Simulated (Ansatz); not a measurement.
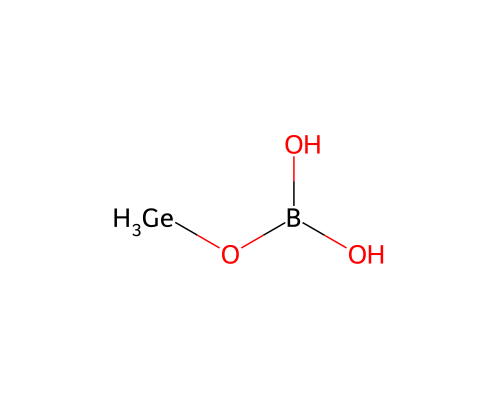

A structural formula.

Transcribe the drawing into SMILES.

OB(O)[O][GeH3]

Give the formula, hydrogens included.

BGeH5O3.

An optimisation with PBE0-D4/def2-TZVP gave a structure of which point group?

Cs. Other conformers may differ.

More results for the same structure follow; atom numbers are the same in all pictures, views and colours differ. The geometry was computed by an optimisation with PBE0-D4/def2-TZVP.

## Shape

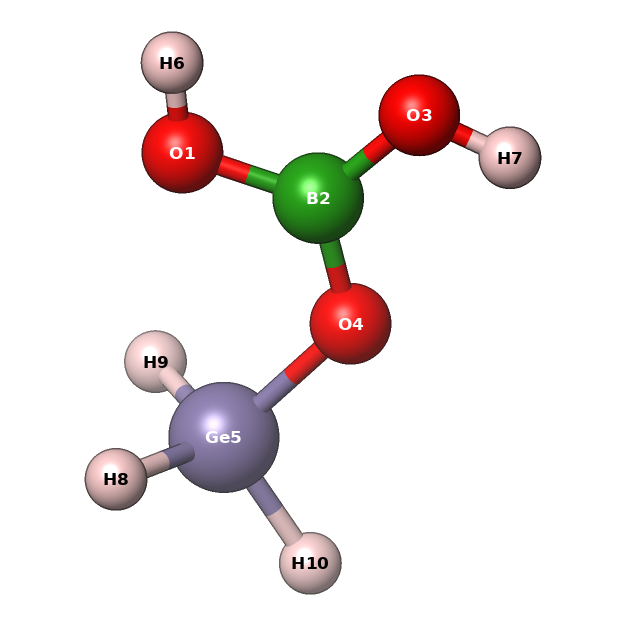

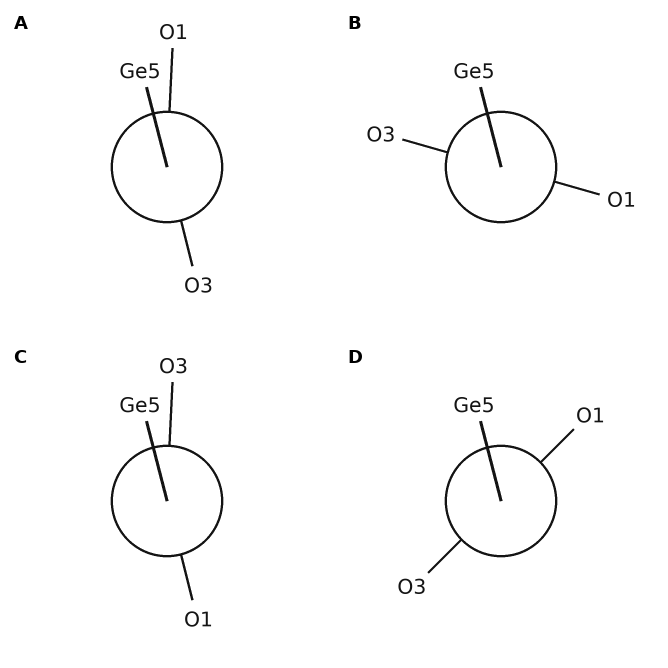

Atoms fade into the background with distance from the viewer. Bonds that would overlap in a projection are set slightly apart.

Which Newman projection shows the view along O4–B2, with O4 in front?

A. The torsion angle Ge5–O4–B2–O1 is 0°, synperiplanar (eclipsed).

## Dipole moment

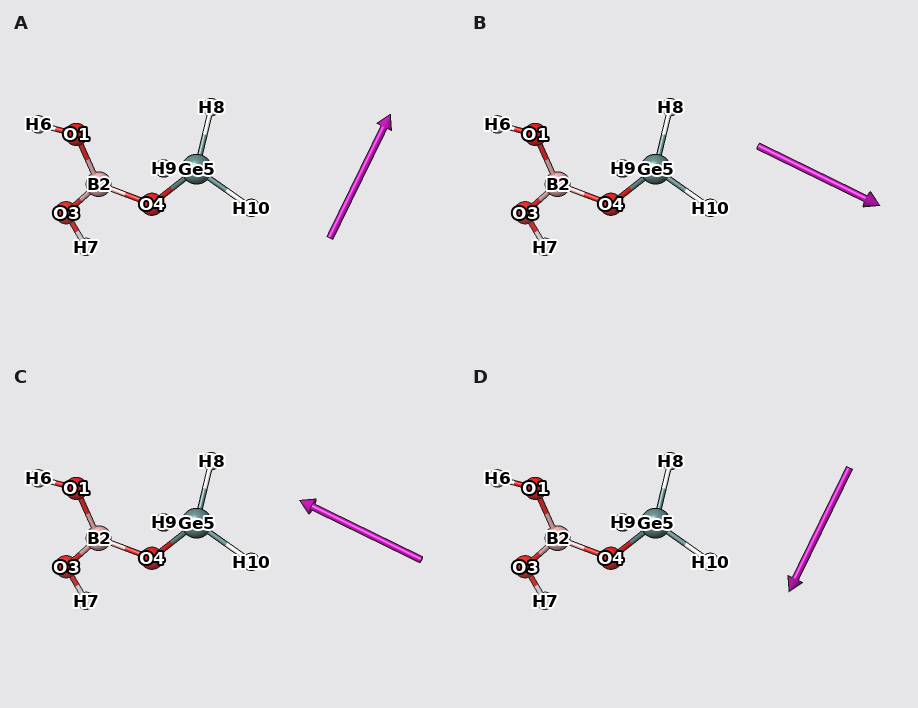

The same molecule four times, each with an arrow. Method: RKS r2SCAN-D4/def2-TZVPP (Ansatz 0.2.0).

Which arrow points along the dipole moment, from the negative to the positive end?

B. The dipole moment is 0.30 D; it points from the side of H6 to the side of H10 (the outermost atoms at the two ends).

## Vibrations

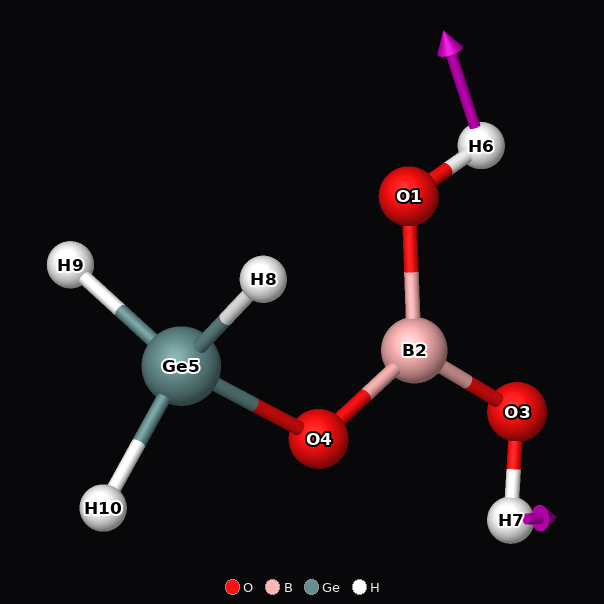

The arrows show one normal mode. Harmonic vibrations computed with RKS PBE0-D4/def2-TZVP (Ansatz 0.2.0) at a stationary point of the same level.

What kind of motion is it?

Mostly B–O–H bending.

At what wavenumber does it lie?

1015 cm⁻¹; it is mode 16 of 24 counted from the lowest.

## Electronic properties

Method: RKS PBE0-D4/def2-QZVPP (Ansatz 0.2.0).

Give the dispersion correction at this level.

−15.0 kJ/mol.

Estimate the HOMO energy (Kohn–Sham orbital).

−8.79 eV.

Give the HOMO–LUMO gap at this level.

8.73 eV.
